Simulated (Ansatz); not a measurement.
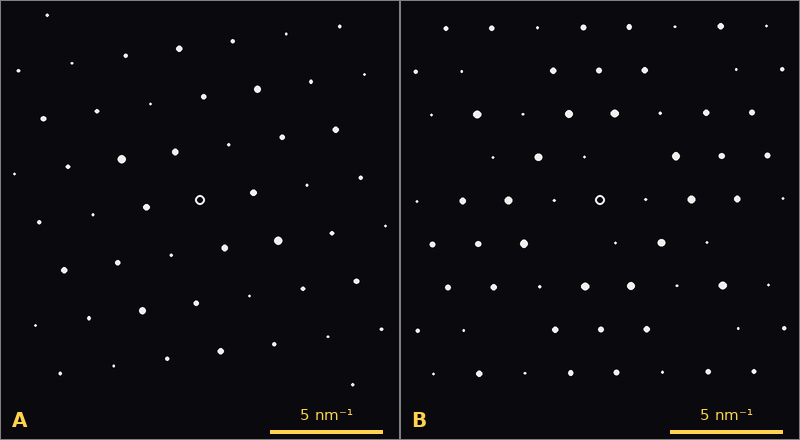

Kinematic electron diffraction patterns (300 kV, B = 0.5 Å², same scale, each along a low-index zone) of two structures of composition Ge2I, each relaxed at zero pressure with Ansatz 0.2.0, DFT PBE, scalar-relativistic, plane waves, PAW.

The structures (standard cells):
1. Fm-3m (No. 225), a = 7.123 Å, 12 atoms; generated start, possibly hypothetical
2. Fd-3m (No. 227), a = 8.405 Å, 24 atoms; generated start, possibly hypothetical

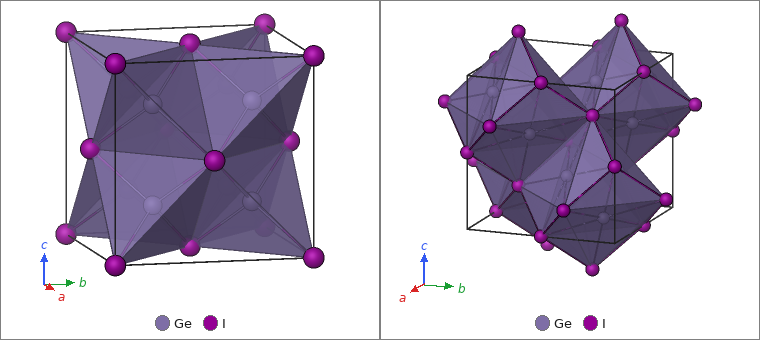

Drawings of the structures 1 to 2, from left to right (each may span several cells).

> Which pattern belongs to which structure, and along which zone?

A is structure 1 along [110] or an equivalent direction: centred rectangular net of -1 1 -1 at d = 4.11 Å and -1 1 1 at d = 4.11 Å, 70.5° apart. B is structure 2 along [110] or an equivalent direction: centred rectangular net of -1 1 -1 (weak) at d = 4.85 Å and -1 1 1 (weak) at d = 4.85 Å, 70.5° apart (some points of this net are extinct or too weak to see).

> Rank the structures by their computed energy.

Structure 2 (Fd-3m, 24.74 Å³ an atom) is the lowest of these; structure 1 (Fm-3m, 30.12 Å³ an atom) lies about 440 meV an atom higher. These are static energies at 0 K; other structures, not shown, may lie lower still.
